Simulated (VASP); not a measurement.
Band structure of Cd2Zn2Se4 (ordered alloy cell). Method: PBEsol GGA, VASP's PBE PAW potentials (set 64) (plane waves; VASP 6.6.1).

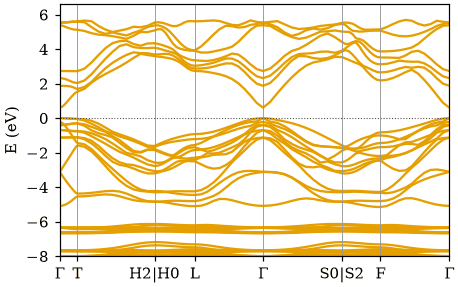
Figure: Bands along high-symmetry lines, zero at the valence-band maximum or, without a gap, the Fermi level

### Question
Read the plot: is there a gap, and where are the band edges?

### Answer
The gap is direct, 0.61 eV, from the valence maximum at Γ to the conduction minimum at Γ. (Edges off the drawn lines would not show.)

The structure was generated: Cd2Zn2Se4 was put into an ordered model structure (R3m), which need not be its known phase. It was relaxed first.
